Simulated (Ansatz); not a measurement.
**BH3 (borane): levels of theory compared**

We compute a comparison of 4 runs (HF/STO-3G, B3LYP/6-31G*, PBE0/def2-SVP, CCSD/aug-cc-pVDZ) of BH3 (borane). 

The calculation is run with Ansatz 0.2.0.

11 further runs of the same task are left out: 4 for a known fault of the program, 2 that didn't finish, 5 set aside as unsound or not needed.

### Step 1. The molecule

The species is BH3 (4 atoms), meant as a singlet with charge 0. As SMILES, `B`. The coordinates come from a PBE0-D4/def2-TZVP relaxation.

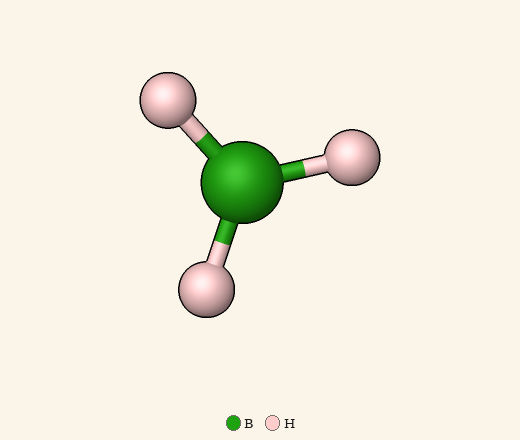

The structure, seen from a chosen angle (boron green, hydrogen pink).

### Step 2. Energy and gradient at HF/STO-3G (run 1)

input.yaml reads:

```yaml
crystal:
  periodic: [false, false, false]
  atoms:
    - {symbol: B, position_ang: [0.013900, -0.015100, -0.005100]}
    - {symbol: H, position_ang: [0.982200, 0.381700, 0.568800]}
    - {symbol: H, position_ang: [-0.276200, -1.171800, 0.043000]}
    - {symbol: H, position_ang: [-0.664400, 0.744900, -0.626900]}
basis:
  gaussian:
    orbitals: STO-3G
magnetization:
  spin_polarized: false
  initial_magnetization: 0
hamiltonian:
  xc: hf
accuracy: high
output:
  forces: true
  orbitals: {seedname: orbitals}
```

The run is started by

```console
$ ansatz run input.yaml --threads 1 --pin off --max-ram 2610MiB --events-out events.jsonl --progress --plain --runs-dir runs
```

What it wrote:

```text
Warning: RAYON_NUM_THREADS=1 ignored (pool sized by the plan → 1); use --threads N
Functional definition: HF
  name "HF"
  exchange = exact_x
  correlation = 0
108 factors; integrals over basis functions are off by at most 5.1e-9 eV
mean field evaluation 1: about -708.8114 eV, gradient 1.1e1 eV
mean field evaluation 2: about -708.8080 eV, gradient 1.1e1 eV
mean field evaluation 4: about -709.3625 eV, gradient 2.8e-1 eV
mean field evaluation 8: about -709.3624 eV, gradient 2.0e-5 eV
mean field -709.36240500 eV, -26.0685875607 hartree, gradient 3.5e-8 eV, S^2 0.000000; 0 other end points of the search recorded, 0 dependent functions left out
the calculation of the forces begins
reference -709.36240500 eV, -26.0685875607 hartree; 4, 4 occupied and 4, 4 virtual orbitals, 108 factors
Total energy: -709.36240500 eV, -26.0685875607 hartree
Atom 0 at     0.013900    -0.015100    -0.005100 Å, force    -0.000046    -0.000036     0.001635 eV/Å
Atom 1 at     0.982200     0.381700     0.568800 Å, force    -0.907736    -0.372529    -0.538351 eV/Å
Atom 2 at    -0.276200    -1.171800     0.043000 Å, force     0.272362     1.084801    -0.045373 eV/Å
Atom 3 at    -0.664400     0.744900    -0.626900 Å, force     0.635420    -0.712236     0.582089 eV/Å
Dipole moment:     0.000024    -0.000018    -0.000040 e Å
```

Run time: 0.06 s. Hardware: 1 thread of Arm Neoverse V1, shared host.

### Step 3. Energy and gradient at B3LYP/6-31G(d) (spherical functions) (run 2)

molecule.yaml reads:

```yaml
crystal:
  periodic: [false, false, false]
  atoms:
    - symbol: B
      position_ang: [0.013900, -0.015100, -0.005100]
    - symbol: H
      position_ang: [0.982200, 0.381700, 0.568800]
    - symbol: H
      position_ang: [-0.276200, -1.171800, 0.043000]
    - symbol: H
      position_ang: [-0.664400, 0.744900, -0.626900]
basis:
  gaussian:
    orbitals: 6-31G_st_-spherical.json
accuracy: high
output: {forces: true, orbitals: {seedname: orbitals}}
hamiltonian:
  xc: {name: B3LYP}
```

The basis set 6-31G* is read from a file made from the Basis Set Exchange's data (not shown).

The run is started by

```console
$ ansatz run molecule.yaml --threads 1 --pin off --max-ram 2610MiB --events-out events.jsonl --progress --plain --runs-dir runs
```

What it wrote (excerpt; [...] marks lines left out):

```text
Warning: RAYON_NUM_THREADS=1 ignored (pool sized by the plan → 1); use --threads N
Functional definition: B3LYP
  name "B3LYP"
[...]
417 factors; integrals over basis functions are off by at most 2.5e-9 eV
[...]
mean field -724.16048637 eV, -26.6124070206 hartree, gradient 6.6e-9 eV, S^2 0.000000; 0 other end points of the search recorded, 0 dependent functions left out
[...]
reference -724.16051274 eV, -26.6124079895 hartree; 4, 4 occupied and 16, 16 virtual orbitals, 417 factors
Total energy: -724.16051274 eV, -26.6124079895 hartree
Atom 0 at     0.013900    -0.015100    -0.005100 Å, force     0.000009    -0.000158     0.001169 eV/Å
Atom 1 at     0.982200     0.381700     0.568800 Å, force     0.009137     0.003327     0.005126 eV/Å
Atom 2 at    -0.276200    -1.171800     0.043000 Å, force    -0.002403    -0.010539     0.000224 eV/Å
Atom 3 at    -0.664400     0.744900    -0.626900 Å, force    -0.006743     0.007370    -0.006520 eV/Å
Dipole moment:     0.000014    -0.000007    -0.000035 e Å
```

Wall time 0.98 s (1 thread of Arm Neoverse V1, shared host).

### Step 4. Energy and forces at PBE0/def2-SVP (run 3)

molecule.yaml reads:

```yaml
crystal:
  periodic: [false, false, false]
  atoms:
    - {symbol: B, position_ang: [0.013900, -0.015100, -0.005100]}
    - {symbol: H, position_ang: [0.982200, 0.381700, 0.568800]}
    - {symbol: H, position_ang: [-0.276200, -1.171800, 0.043000]}
    - {symbol: H, position_ang: [-0.664400, 0.744900, -0.626900]}
basis:
  gaussian: {orbitals: def2-SVP}
hamiltonian: {xc: {name: PBE0}}
accuracy: high
output: {forces: true, orbitals: {seedname: orbitals}}
magnetization: {spin_polarized: false}
```

The run is started by

```console
$ ansatz run molecule.yaml --threads 1 --pin off --max-ram 2610MiB --events-out events.jsonl --progress --plain --runs-dir runs
```

What it wrote (excerpt; [...] marks lines left out):

```text
Warning: RAYON_NUM_THREADS=1 ignored (pool sized by the plan → 1); use --threads N
Functional definition: PBE0
  name "PBE0"
[...]
617 factors; integrals over basis functions are off by at most 2.7e-9 eV
[...]
mean field -722.05352499 eV, -26.5349776181 hartree, gradient 8.2e-9 eV, S^2 0.000000; 0 other end points of the search recorded, 0 dependent functions left out
[...]
reference -722.05352691 eV, -26.5349776885 hartree; 4, 4 occupied and 25, 25 virtual orbitals, 617 factors
Total energy: -722.05352691 eV, -26.5349776885 hartree
Atom 0 at     0.013900    -0.015100    -0.005100 Å, force     0.000075    -0.000242     0.001127 eV/Å
Atom 1 at     0.982200     0.381700     0.568800 Å, force     0.260652     0.106413     0.154203 eV/Å
Atom 2 at    -0.276200    -1.171800     0.043000 Å, force    -0.077765    -0.310996     0.012723 eV/Å
Atom 3 at    -0.664400     0.744900    -0.626900 Å, force    -0.182962     0.204825    -0.168052 eV/Å
Dipole moment:     0.000014    -0.000005    -0.000034 e Å
```

Run time: 0.82 s. Hardware: 1 thread of Arm Neoverse V1, shared host.

### Step 5. Energy and forces at CCSD/aug-cc-pVDZ (run 4)

job.yaml reads:

```yaml
crystal:
  periodic: [false, false, false]
  atoms:
    - {symbol: B, position_ang: [0.013900, -0.015100, -0.005100]}
    - {symbol: H, position_ang: [0.982200, 0.381700, 0.568800]}
    - {symbol: H, position_ang: [-0.276200, -1.171800, 0.043000]}
    - {symbol: H, position_ang: [-0.664400, 0.744900, -0.626900]}
basis:
  gaussian:
    orbitals: aug-cc-pVDZ
output: {forces: true, orbitals: {seedname: orbitals}}
accuracy: high
scf:
  omitted_lower_state_checks: [cluster_reference, increment]
correlation:
  method: ccsd
  frozen_orbitals: {B: 1, H: 0}
```

The run is started by

```console
$ ansatz run job.yaml --threads 1 --pin off --max-ram 2610MiB --events-out events.jsonl --progress --plain --runs-dir runs
```

What it wrote (excerpt; [...] marks lines left out):

```text
Warning: RAYON_NUM_THREADS=1 ignored (pool sized by the plan → 1); use --threads N
[... 2 set-up lines as earlier in the session ...]
[...]
944 factors; integrals over basis functions are off by at most 3.2e-9 eV
[...]
mean field -718.14401690 eV, -26.3913058455 hartree, gradient 4.0e-8 eV, S^2 0.000000; 0 other end points of the search recorded, 0 dependent functions left out
1 core orbitals not correlated: weight in the atoms' cores, before any rotation towards them, 1.000 or more for the frozen orbitals, at most 0.000 for the correlated occupied ones
reference -718.14401690 eV, -26.3913058455 hartree; 3, 3 occupied and 46, 46 virtual orbitals, 944 factors
second order -2.59419389 eV of doubles, -0.00000000 eV of singles
cycle   1  -3.08714851 eV  change   -4.9e-1 eV  update   4.4e-2
[...]
cycle  18  -3.25078647 eV  change   1.2e-10 eV  update  3.7e-10
[...]
Total energy: -721.39480337 eV, -26.5107700448 hartree
Atom 0 at     0.013900    -0.015100    -0.005100 Å, force     0.000047    -0.000198     0.001145 eV/Å
Atom 1 at     0.982200     0.381700     0.568800 Å, force     0.239458     0.097704     0.141633 eV/Å
Atom 2 at    -0.276200    -1.171800     0.043000 Å, force    -0.071402    -0.285664     0.011663 eV/Å
Atom 3 at    -0.664400     0.744900    -0.626900 Å, force    -0.168103     0.188159    -0.154441 eV/Å
Dipole moment:     0.000013    -0.000007    -0.000033 e Å
Checks for a lower state left out: cluster_reference, increment
```

Wall time 2.2 s (1 thread of Arm Neoverse V1, shared host).

### Step 6. Overview of the runs

| run | level | frozen core orbitals | energy (Eh) | dipole moment (D) | HOMO energy (eV) | LUMO energy (eV) | wall time |
| --- | --- | --- | --- | --- | --- | --- | --- |
| 1 | HF/STO-3G | – | -26.068588 | 0.00 | -12.56 | 6.52 | 0.06 s |
| 2 | B3LYP/6-31G* (spherical functions) | – | -26.612408 | 0.00 | -9.57 | -1.78 | 0.98 s |
| 3 | PBE0/def2-SVP | – | -26.534978 | 0.00 | -9.88 | -1.87 | 0.82 s |
| 4 | CCSD/aug-cc-pVDZ | 1 | -26.510770 | 0.00 | -13.51 | 0.88 | 2.2 s |

### Step 7. Outcome

| quantity | value |
| --- | --- |
| run 4: total energy | -26.51077 Eh |
| run 4: dipole moment (correlated density) | 0.00 D |
| run 4: HOMO energy (Hartree–Fock orbitals) | -13.51 eV |
| run 4: LUMO energy (Hartree–Fock orbitals) | 0.88 eV |
| run 4: HOMO–LUMO gap (Hartree–Fock orbitals) | 14.39 eV |
| run 4: correlation energy (1 core orbital frozen) | -119.5 mEh |
| run 4: T1 diagnostic | 0.005 |
| run 4: largest force on an atom | 0.296 eV/Å |

In words: Over runs 1, 2, 3 the HOMO–LUMO gap runs from 7.78 eV (B3LYP/6-31G*) to 19.08 eV (HF/STO-3G). The two ends differ in method and basis. Totals of different functionals can't be ranked against each other. In run 1 the basis is minimal, so the values are rough. All runs together took 4.1 s, the longest 2.2 s.
